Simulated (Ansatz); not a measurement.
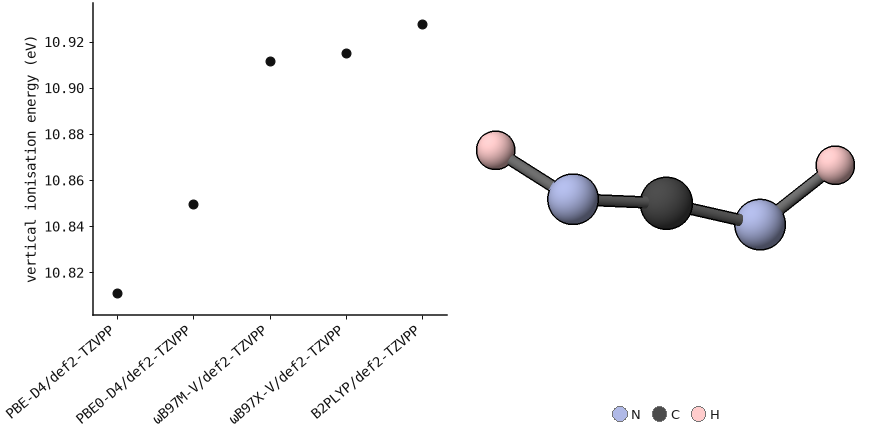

Vertical ionisation energy of CH₂N₂, SMILES N=C=N, taken as the energy of the cation less that of the neutral at fixed geometry (unrestricted doublet cation, cores frozen in correlated methods, no spin-orbit coupling), the Ansatz code 0.2.0, at a PBE0-D4/def2-TZVP geometry (a minimum by its frequencies).

### What range do the values span?

From 10.81 eV (PBE-D4/def2-TZVPP) to 10.93 eV (B2PLYP/def2-TZVPP).

### Give the values.

```
             level     eV
 PBE-D4/def2-TZVPP  10.81
PBE0-D4/def2-TZVPP  10.85
ωB97M-V/def2-TZVPP  10.91
ωB97X-V/def2-TZVPP  10.92
 B2PLYP/def2-TZVPP  10.93
```
